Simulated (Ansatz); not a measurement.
Cost and result by functional for the surface energy of the (10-13) surface of hcp Sc in its 1x1 cell, outermost plane spacing 0.25 Å in the ideal cut, in Ansatz (plane waves, PAW). Single points on the PBE structure, on one kind of machine; costs are rough ratios of the slab run's core time (references not counted) to the cheapest single point. r2SCAN's cost holds its higher cutoff (500 against 420 eV). Differences are taken against r2SCAN for comparison alone: no measured value is at hand, so the table doesn't rank accuracy.

Slab: 16 atoms, 10.6 Å thick at the start; k 11x4x1, smearing 0.1 eV, dipole-corrected; all atoms relaxed; held to the part of the start's symmetry that mesh and held atoms allow; no spin, no spin-orbit, no U. These notes are the PBE run's.

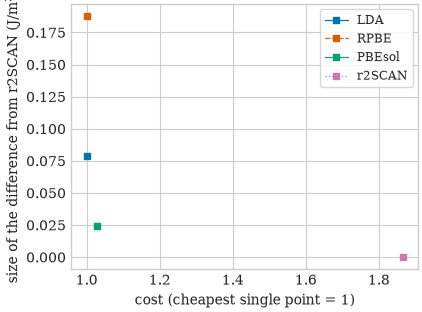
Figure: Difference from r2SCAN against cost

| functional | relative cost | surface energy (J/m²) | less r2SCAN (J/m²) |
|---|---|---|---|
| LDA | 1 | 1.46 | 0.08 |
| RPBE | 1 | 1.20 | -0.19 |
| PBEsol | 1 | 1.41 | 0.02 |
| r2SCAN | 2 | 1.38 | 0.00 |
| PBE (the relaxed run's value) | – | 1.30 | -0.09 |

The values span 0.27 J/m², while the single points' costs differ by a factor of roughly 2. Differences are of unrounded values.

Ansatz is a quantum-chemistry and plane-wave program.
